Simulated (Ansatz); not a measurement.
# CdInI3 (model cell, started as cubic perovskite with Cd in the octahedra): following an unstable mode, part 2 of 3

Which phase does CdInI3 (model cell, started as cubic perovskite with Cd in the octahedra) fall into along its unstable mode, and how much energy does it gain?

Ansatz 0.2.0; DFT PBEsol, scalar-relativistic, plane waves, PAW; PAW set soft_1.

So far, highest frequency on the path or at a solved wavevector (cm⁻¹): step 2 (the dispersion) 151. Also lowest frequency on the path (cm⁻¹): step 2 -51.0.

The structure was built from a prototype and need not be the compound's stable phase.

## (4) The mode frozen in, largest atomic shift 0.6 Å

The atoms are moved along the unstable eigenvector, the largest shift by 0.6 Å, with the cell fixed.

Contents of input.yaml:

```yaml
crystal:
  lattice:
    - [5.777575321, 5.777575321, 0.0]
    - [5.777575321, 0.0, 5.777575321]
    - [5.777575321, 0.0, -5.777575321]
  atoms:
    - { symbol: In, position: [-0.0599577058, 0.5299788529, 0.5899365587] }
    - { symbol: In, position: [0.0599577058, -0.0299788529, 0.9100634413] }
    - { symbol: Cd, position: [0.5, 0.25, 0.75] }
    - { symbol: Cd, position: [0.5, 0.75, 0.25] }
    - { symbol: I, position: [0.4835335954, 0.5164664046, 0.5164664046] }
    - { symbol: I, position: [0.5164664046, -0.0164664046, -0.0164664046] }
    - { symbol: I, position: [0.0, 0.5, -0.0164664046] }
    - { symbol: I, position: [0.0, 0.0, 0.5164664046] }
    - { symbol: I, position: [0.5164664046, 0.5, -0.0164664046] }
    - { symbol: I, position: [0.4835335954, 0.0, 0.5164664046] }
kpoints:
  mp_grid: { grid: [6, 6, 6] }
hamiltonian:
  xc: pbesol
  pseudopotentials: { kind: paw, azcp: { folder: soft_1 }, xc_functional: pbe }
scf:
  occupations: { method: methfessel_paxton, width: 0.2 }
output:
  forces: true
  stress: true
  eigenvalues: true
```

On the command line:

```sh
> ansatz run input.yaml --threads 4 --pin off --max-ram 16384MiB --backend cpu --events-out ev --progress --plain --runs-dir out
```

Numbers of over 12 decimals in the logs are rounded to 6 here.

Output:

```text
[...]
Crystal: 10 atoms, lattice volume = 385.715 Å³
Basis set: ecut = 420 eV, 7631 PW (Γ), exchange–correlation on 120×120×120 points (8 copies of the dense FFT grid, shifted against one another)
Bands: 101, of which v1, the nominal top of the filled ones, is band 84 counted from 1 (83 counted from 0)
Symmetry: 12 space group operations
[...]
k-points: 32 of 216
[...]
k-point 0: bands = [... 80 lower, 5.2642, 5.2642, 5.2800, 5.2800, 5.4034, 9.2390, 9.4630, 9.4630, ... 13 higher]
  k-point 1: bands = [... 80 lower, 4.9547, 5.2234, 5.2234, 5.3373, 5.8299, 8.9977, 9.2323, 9.4440, ... 13 higher]
  k-point 2: bands = [... 80 lower, 4.7077, 5.1071, 5.1071, 5.1773, 6.6763, 8.4468, 8.5343, 8.6864, ... 13 higher]
  k-point 31: bands = [... 80 lower, 4.6947, 4.7465, 5.0005, 5.0405, 8.0584, 8.1043, 8.6862, 8.7032, ... 13 higher]
[key lines of the parts left out:]
SCF converged after 10 iterations
Free energy (F): -72017.256791 eV
Fermi energy:    5.398613 eV
P = ⅓ Tr σ = 0.4741 GPa (4.741 kbar)
```

It took 22 s on 4 threads of Arm Neoverse V1, shared host; peak memory 1.6 GiB; 86 s of CPU time.

Numbers from this step:

- pressure: 0.4741 GPa
- gap on the k-mesh: 0.06607 eV
- energy from the undistorted cell: -30.03 meV/atom

The energy, extrapolated to zero smearing, is -30.03 meV/atom against the undistorted cell.

The run ends at a pressure of 0.47 GPa, with forces up to 0.28 eV/Å.

## (5) Energy along the mode, all amplitudes (two of the runs are shown above)

An imaginary frequency means negative curvature, so the energy should fall and then rise again as anharmonic terms take over.

This step gave:

```
depth at the lowest point sampled  : 30.03 meV/atom
largest atomic shift at that point : 0.6 Å
```

Energy from the parent against largest atomic shift:

```csv
largest atomic shift (Å),energy from the parent (meV/atom)
0.000,0
0.040,-0.187
0.080,-0.743
0.140,-2.25
0.220,-5.44
0.320,-11.0
0.450,-19.9
0.600,-30.0
```

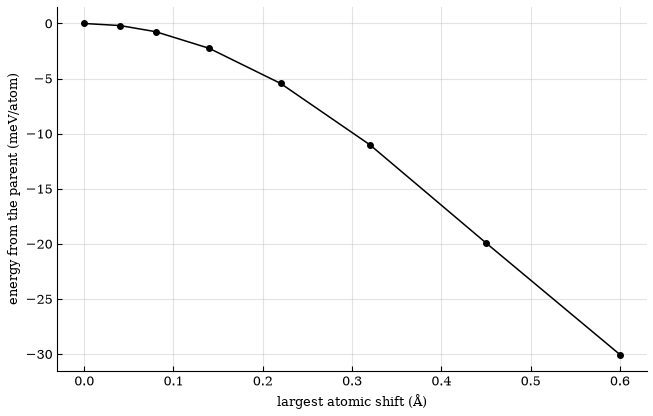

Energy from the parent against largest atomic shift.

Displacement at unit largest shift by atom:

```csv
atom,x (Å),y (Å),z (Å),size
In1,0.577,-0.577,-0.577,0.999
In2,-0.577,0.577,0.577,0.999
Cd3,0.000,0.000,0.000,0.000
Cd4,0.000,0.000,0.000,0.000
I5,0.159,-0.159,0.000,0.225
I6,-0.159,0.159,0.000,0.225
I7,-0.159,0.000,0.159,0.225
I8,0.159,0.000,-0.159,0.225
I9,0.000,0.159,0.159,0.225
I10,0.000,-0.159,-0.159,0.225
```

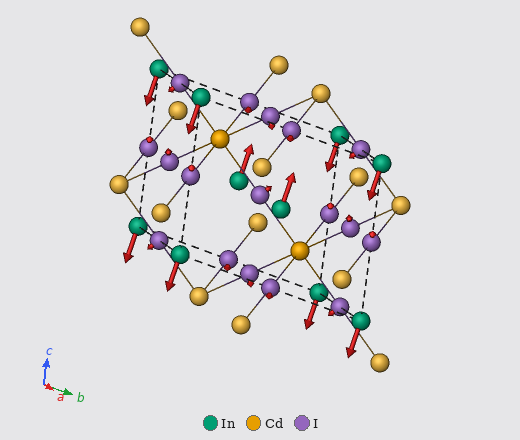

Displacement at unit largest shift as arrows, the longest 0.999 Å. Some periodic images of atoms are drawn too.

The lowest of the steps tried is the last one, at 0.6 Å, 30.0 meV/atom below the parent; the bottom of the well need not coincide with a step.

## (6) Relaxing from the distorted cell

Starting from the lowest point found, all atoms and the cell are let go, so that strain and other modes of the same symmetry can join in.

Changes to input.yaml since step 4:

```diff
@@ -27 +27,6 @@
   eigenvalues: true
+relax:
+  adjacent_minimum: "off"
+  f_tol: 0.002
+  max_steps: 120
+  cell: { stress_tol: 0.03 }
```

Output:

```text
[...]
Crystal: 10 atoms, lattice volume = 385.715 Å³
Basis set: ecut = 420 eV, 7631 PW (Γ), exchange–correlation on 120×120×120 points (8 copies of the dense FFT grid, shifted against one another)
Bands: 101, of which v1, the nominal top of the filled ones, is band 84 counted from 1 (83 counted from 0)
Symmetry: 12 space group operations
[...]
k-points: 32 of 216
[...]
SCF iter   1: F=—  HF=-72021.626307 eV  |F-HF|=—  |Δ(HF+E_count)|=         —  Δρ=4.56e-2  dr2=1.19e1  ethr=3.10e-3  ⟨swp⟩=9.0  Hψ=14228  notcnv=0
[...]
SCF iter  10: F=-72017.256791 eV  HF=-72017.256791 eV  |F-HF|=2.81e-8  |Δ(HF+E_count)|=   1.74e-7  S|Δr|=    0.00e0  Δρ=2.39e-6  dr2=3.29e-8  ethr=5.95e-11  ⟨swp⟩=15.7  Hψ=17098  notcnv=0
SCF 1 converged in 10 iterations: F = -72017.256791 eV  dr2 = 3.29e-8
[...]
relax step   1: F+E_penalty+E_count = -72017.25679126 eV  Δ(F+E_penalty+E_count) = +0.000e0 eV  max|allowed force component| = 1.629e-1 eV/Å  Δτ_max = 0.0000 Å  P = +0.474 GPa  Ω = 385.715 Å³  (10 SCF iters, dr2 threshold 1.00e-7 eV, accepted)
Crystal: 10 atoms, lattice volume = 396.041 Å³
Basis set: ecut = 420 eV, 7763 PW (Γ), exchange–correlation on 120×120×120 points (8 copies of the dense FFT grid, shifted against one another)
[...]
SCF iter  10: F=-72017.362570 eV  HF=-72017.362570 eV  |F-HF|=4.56e-8  |Δ(HF+E_count)|=   1.32e-7  S|Δr|=    0.00e0  Δρ=3.76e-6  dr2=2.02e-7  ethr=5.95e-10  ⟨swp⟩=6.6  Hψ=11045  notcnv=0
SCF 2 converged in 10 iterations: F = -72017.362570 eV  dr2 = 2.02e-7
[...]
relax step   2: F+E_penalty+E_count = -72017.36256976 eV  Δ(F+E_penalty+E_count) = -1.058e-1 eV  max|allowed force component| = 1.403e-1 eV/Å  Δτ_max = 0.1907 Å  P = -0.059 GPa  Ω = 396.041 Å³  energy of the carried Pulay correction = -1.092e-3 eV  (10 SCF iters, dr2 threshold 1.00e-6 eV, accepted)
Crystal: 10 atoms, lattice volume = 397.962 Å³
Basis set: ecut = 420 eV, 7781 PW (Γ), exchange–correlation on 120×120×120 points (8 copies of the dense FFT grid, shifted against one another)
[...]
SCF iter   7: F=-72017.412438 eV  HF=-72017.412438 eV  |F-HF|=1.48e-7  |Δ(HF+E_count)|=   3.92e-7  S|Δr|=    0.00e0  Δρ=7.13e-6  dr2=2.43e-7  ethr=5.95e-10  ⟨swp⟩=13.1  Hψ=16407  notcnv=0
SCF 3 converged in 7 iterations: F = -72017.412438 eV  dr2 = 2.43e-7
relax step   3: F+E_penalty+E_count = -72017.41243756 eV  Δ(F+E_penalty+E_count) = -4.987e-2 eV  max|allowed force component| = 5.387e-2 eV/Å  Δτ_max = 0.1949 Å  P = +0.316 GPa  Ω = 397.962 Å³  energy of the carried Pulay correction = -1.290e-3 eV  (7 SCF iters, dr2 threshold 1.00e-6 eV, accepted)
[...]
relax step   4: F+E_penalty+E_count = -72017.42351081 eV  Δ(F+E_penalty+E_count) = -1.107e-2 eV  max|allowed force component| = 7.118e-3 eV/Å  Δτ_max = 0.0989 Å  P = -0.180 GPa  Ω = 406.352 Å³  energy of the carried Pulay correction = -2.136e-3 eV  (7 SCF iters, dr2 threshold 4.87e-7 eV, accepted)
[...]
relax step   5: F+E_penalty+E_count = -72017.42653673 eV  Δ(F+E_penalty+E_count) = -3.026e-3 eV  max|allowed force component| = 6.044e-3 eV/Å  Δτ_max = 0.0294 Å  P = -0.014 GPa  Ω = 402.819 Å³  energy of the carried Pulay correction = -1.783e-3 eV  (7 SCF iters, dr2 threshold 1.64e-7 eV, accepted)
[...]
relax step   6: F+E_penalty+E_count = -72017.42659594 eV  Δ(F+E_penalty+E_count) = -5.922e-5 eV  max|allowed force component| = 2.989e-3 eV/Å  Δτ_max = 0.0022 Å  P = +0.003 GPa  Ω = 402.576 Å³  energy of the carried Pulay correction = -1.759e-3 eV  (6 SCF iters, dr2 threshold 2.28e-9 eV, accepted)
[...]
relax step   7: F+E_penalty+E_count = -72017.42659529 eV  Δ(F+E_penalty+E_count) = +6.554e-7 eV  max|allowed force component| = 3.123e-4 eV/Å  Δτ_max = 0.0013 Å  P = -0.001 GPa  Ω = 402.659 Å³  energy of the carried Pulay correction = -1.767e-3 eV  (7 SCF iters, dr2 threshold 5.58e-10 eV, accepted)
[...]
SCF iter   8: F=-72017.428102 eV  HF=-72017.428102 eV  |F-HF|=0.00e0  |Δ(HF+E_count)|=  5.68e-10  S|Δr|=    0.00e0  Δρ=4.86e-8  dr2=1.21e-11  ethr=1.00e-12  ⟨swp⟩=9.9  Hψ=14406  notcnv=0
SCF 8 converged in 8 iterations: F = -72017.428102 eV  dr2 = 1.21e-11
relax step   8: F+E_penalty+E_count = -72017.42810243 eV  Δ(F+E_penalty+E_count) = -1.507e-3 eV  max|allowed force component| = 2.857e-4 eV/Å  Δτ_max = 0.0000 Å  P = -0.004 GPa  Ω = 402.659 Å³  stress off target by 4.48e-3 GPa  SCF on the basis re-selected at this cell (its energy is not comparable with the rows above)  (8 SCF iters)
basis re-selected at this cell: Δ(F+E_penalty+E_count) = -1.507e-3 eV, ΔP = -0.003 GPa vs the last step (what re-selecting the basis moved, of the pressure what is left beyond the Pulay correction that the steps carried, after the strain that the cell walked since its last selection, with what the two solves' SCF thresholds leave and, on support functions, any second-order correction that the steps lacked; it is no m [...]
SCF converged after 8 iterations
[...]
Free energy (F): -72017.428102 eV
[...]
Internal energy: -72017.465105 eV  (E = F + TS)
E sigma→0 (E₀):  -72017.437353 eV
Entropy (-TS):   0.037003 eV (3.700 meV/atom)
Fermi energy:    4.775313 eV
[...]
--- Forces (eV/Å), atoms counted from 1 ---
  atom   1  In     0.00005929    -0.00005929    -0.00005929
  atom   2  In    -0.00005929     0.00005929     0.00005929
  atom   3  Cd    -0.00000000     0.00000000     0.00000000
  atom   4  Cd     0.00000000     0.00000000    -0.00000000
  atom   5  I      0.00013095    -0.00013095     0.00028573
  atom   6  I     -0.00013095     0.00013095    -0.00028573
  atom   7  I     -0.00013095    -0.00028573     0.00013095
  atom   8  I      0.00013095     0.00028573    -0.00013095
  atom   9  I      0.00028573     0.00013095     0.00013095
  atom  10  I     -0.00028573    -0.00013095    -0.00013095
  max |Σ_I F_I| component: 1.71e-18 eV/Å
--- Stress (GPa, compression-positive) ---
       -0.004416      -0.000060      -0.000060
       -0.000060      -0.004416       0.000060
       -0.000060       0.000060      -0.004416
  P = ⅓ Tr σ = -0.0044 GPa (-0.044 kbar)
--- Band table (eV; the first three rows and the last of 32) ---
  k-point 0: bands = [... 80 lower, 4.5071, 4.5071, 4.6411, 4.6411, 4.7907, 8.5079, 8.6939, 8.6939, ... 13 higher]
  k-point 1: bands = [... 80 lower, 4.2422, 4.6015, 4.6015, 4.7389, 5.1257, 8.3087, 8.6393, 8.7364, ... 13 higher]
  k-point 2: bands = [... 80 lower, 4.2134, 4.5069, 4.5069, 4.6093, 5.9621, 7.7115, 8.2020, 8.3867, ... 13 higher]
  k-point 31: bands = [... 80 lower, 4.1759, 4.2270, 4.5608, 4.6719, 7.4195, 7.4811, 8.4285, 8.4520, ... 13 higher]
--- Relaxed structure (7 steps of the walk, 7 accepted, 1 SCFs on fresh bases) ---
  F+E_penalty+E_count = -72017.42810243 eV   max|allowed force component| = 2.857e-4 eV/Å   (the final SCF, on the basis selected at the relaxed cell)
  cell:  # Å, volume = 402.6586 Å³
    - [5.769725, 5.769725, 0.0]
    - [5.769725, 2.7755575615628914e-17, 5.769725]
    - [5.955102, -0.185377, -5.955102]
  atoms:
    - { symbol: In, position: [-0.105783, 0.552891, 0.658674] }
    - { symbol: In, position: [0.105783, -0.052891, 0.841326] }
    - { symbol: Cd, position: [0.500000, 0.250000, 0.750000] }
    - { symbol: Cd, position: [0.500000, 0.75, 0.250000] }
    - { symbol: I, position: [0.490765, 0.509144, 0.509326] }
    - { symbol: I, position: [0.509235, -0.00914372, -0.00932615] }
    - { symbol: I, position: [0.000182423, 0.499909, -0.00932615] }
    - { symbol: I, position: [-0.000182423, 9.121174042936442e-5, 0.509326] }
    - { symbol: I, position: [0.509235, 0.499909, -0.00932615] }
    - { symbol: I, position: [0.490765, 9.121174042936442e-5, 0.509326] }
```

Wall time 3.1 min (4 threads); peak memory 1.7 GiB; 12 min of CPU time.

Relaxation path:

```csv
step,energy less that of the first step (eV),largest force component (eV/Å),pressure (GPa),volume (Å³)
1,0.0000,0.1629,0.47,385.72
2,-0.1058,0.1403,-0.06,396.04
3,-0.1556,0.0539,0.32,397.96
4,-0.1667,0.0071,-0.18,406.35
5,-0.1697,0.0060,-0.01,402.82
6,-0.1698,0.0030,0.00,402.58
7,-0.1698,0.0003,0.00,402.66
8*,-0.1713,0.0003,0.00,402.66
```

Relaxation steps marked * repeat the geometry before them on a plane-wave basis chosen anew for their cell, so energy and pressure can jump there.

Forces are held to the 12 operations that the run works with; a distortion that breaks them can't arise in this run.

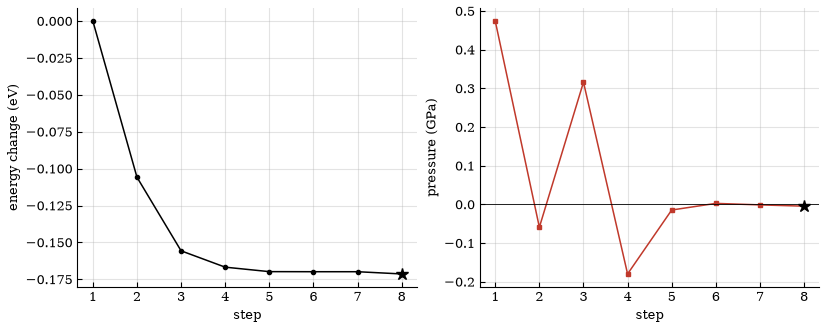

Energy and pressure along the relaxation. Stars mark steps on a basis chosen anew.

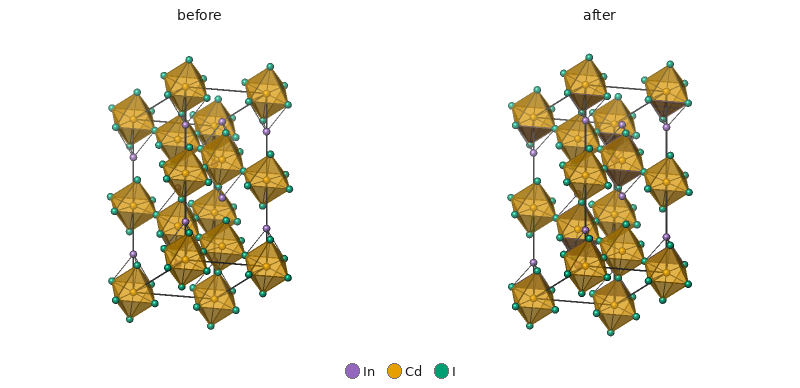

Before and after, at one scale.

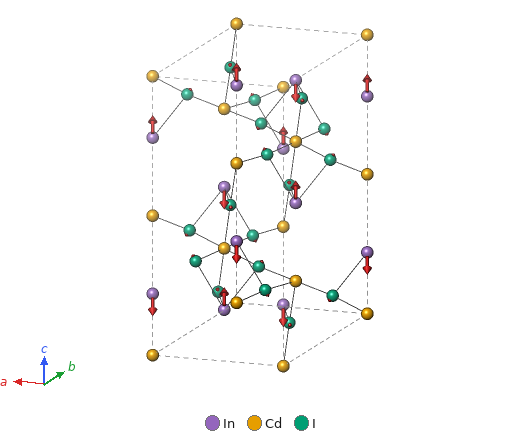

Displacements in the relaxation, exaggerated, measured against the changing cell; the longest in the cell stands for 0.48 Å. Bonds to atoms that aren't drawn are left out. Some periodic images of atoms are drawn too.

```csv
"conventional cell, symmetrised",before,after,change
a (Å),8.171,8.160,-0.1 %
b (Å),8.171,8.160,-0.1 %
c (Å),20.014,20.950,+4.7 %
volume (Å³/atom),38.57,40.27,+4.4 %
```

The atoms that moved most (Å, as changes of fractional coordinates times the final cell):

```csv
atom,dx,dy,dz,length
In2,-0.277,0.277,0.277,0.480
In1,0.277,-0.277,-0.277,0.480
I5,-0.043,0.043,0.000,0.061
I10,0.000,0.043,0.043,0.061
I7,0.043,0.000,-0.043,0.061
I9,0.000,-0.043,-0.043,0.061
I6,0.043,-0.043,0.000,0.061
I8,-0.043,0.000,0.043,0.061
```

Numbers from this step:

- pressure: -0.004416 GPa
- volume per atom: 40.27 Å³
- gap on the k-mesh: 0.05178 eV

The distorted start has space group R-3m; the relaxation ends in R-3m.

## (7) The new phase in its own primitive cell

The relaxed structure is symmetrised, reduced to its primitive cell and relaxed tightly, as its phonons need.

input.yaml, the sections that differ from step 6:

```yaml
crystal:
  lattice:
    - [4.0798118504, 2.3554804701, 6.9833870658]
    - [-4.0798118504, 2.3554804701, 6.9833870658]
    - [0.0, -4.7109609402, 6.9833870658]
  atoms:
    - { symbol: In, position: [0.1971086117, 0.1971086117, 0.1971086117] }
    - { symbol: In, position: [0.8028913883, 0.8028913883, 0.8028913883] }
    - { symbol: Cd, position: [0.5, 0.5, 0.5] }
    - { symbol: Cd, position: [0.0, 0.0, 0.0] }
    - { symbol: I, position: [0.7499087883, 0.2408562768, 0.7499087883] }
    - { symbol: I, position: [0.2500912117, 0.7591437232, 0.2500912117] }
    - { symbol: I, position: [0.2500912117, 0.2500912117, 0.7591437232] }
    - { symbol: I, position: [0.7499087883, 0.7499087883, 0.2408562768] }
    - { symbol: I, position: [0.7591437232, 0.2500912117, 0.2500912117] }
    - { symbol: I, position: [0.2408562768, 0.7499087883, 0.7499087883] }
relax:
  adjacent_minimum: "off"
  f_tol: 0.001
  max_steps: 60
  cell: { stress_tol: 0.01 }
# kpoints, hamiltonian, scf, output: as in step 6
```

Output:

```text
[...]
Crystal: 10 atoms, lattice volume = 402.659 Å³
Basis set: ecut = 420 eV, 7883 PW (Γ), exchange–correlation on 120×120×120 points (8 copies of the dense FFT grid, shifted against one another)
Bands: 101, of which v1, the nominal top of the filled ones, is band 84 counted from 1 (83 counted from 0)
Symmetry: 12 space group operations
[...]
k-points: 32 of 216
[...]
- { symbol: Cd, position: [0.5, 0.5, 0.5] }
    - { symbol: Cd, position: [0.0, 0.0, 0.0] }
    - { symbol: I, position: [0.749909, 0.240856, 0.7499087883] }
    - { symbol: I, position: [0.250091, 0.7591437232, 0.250091] }
    - { symbol: I, position: [0.250091, 0.250091, 0.7591437232] }
    - { symbol: I, position: [0.749909, 0.749909, 0.240856] }
    - { symbol: I, position: [0.7591437232, 0.250091, 0.250091] }
    - { symbol: I, position: [0.240856, 0.749909, 0.7499087883] }
[key lines of the parts left out:]
SCF converged after 8 iterations
Free energy (F): -72017.428102 eV
Fermi energy:    4.775313 eV
P = ⅓ Tr σ = -0.0044 GPa (-0.044 kbar)
```

The job ended after 56 s (4 threads; peak memory 1.6 GiB).

Little changed from the start: no atom moved by 0.005 Å and no cell edge by 0.1 %.

Numbers from this step:

* direct gap on mesh: 0.1496 eV

The largest force component left is 0.34 meV/Å and the pressure is -0.004 GPa, within the tolerances set. The cell now holds 40.27 Å³/atom.

[end of part 2 of 3]

[Logs are printed without paths, hosts, clocks, repeated set-up lines and the standing remarks that a program may print on its own settings, such as how far it seeks lower states.]

[Hosts, paths, dates, database ids (printed as entryN), source tags and the programs' standing remarks are cut or masked in the printed files.]
